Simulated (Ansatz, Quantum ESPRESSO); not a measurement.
# 2H-MoTe2, 1 layer, rectangular cell: the energy at a withheld member of a series

Method. Quantum ESPRESSO 7.5, PBE, GBRV ultrasoft. Cell and atoms are first relaxed; each strained cell is then held, the other axis too, and the atoms relax in it. A periodic run with 15 Å of vacuum in the starting cell gives the vacuum levels, and bands follow along a path. The series steps strain along the first axis. Energies count from the lowest.

```tsv
strain along the first axis	energy (eV)
-4 %	0.1022
-3 %	0.0559
-2 %	0.0243
-1 %	0.0061
0 %	0.0000
1 %	0.0053
2 %	0.0210
3 %	0.0460
```

To predict: What is the energy at 4 %?

**Fit.** The rows at 2 % and 3 % give a slope of (0.0460 − (0.0210))/(3 − (2)) = 0.025, so a straight line gives 0.0710 eV. A parabola through these and the row at 1 % gives 0.0803 eV.

**Check.** 0.0798 eV. The line misses by −0.0088 and the parabola by +0.0005 eV. The parabola does better.

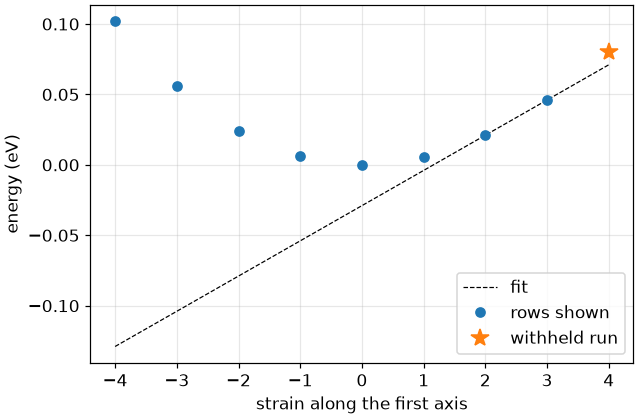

The rows shown, the fit and the withheld run.

Caveats: Semilocal gaps are too small; the 1×1 cell can't ripple over many cells under compression as a free sheet would. No spin-orbit coupling.

[Logs are printed without paths, hosts, clocks, repeated set-up lines and the standing remarks that a program may print on its own settings, such as how far it seeks lower states.]
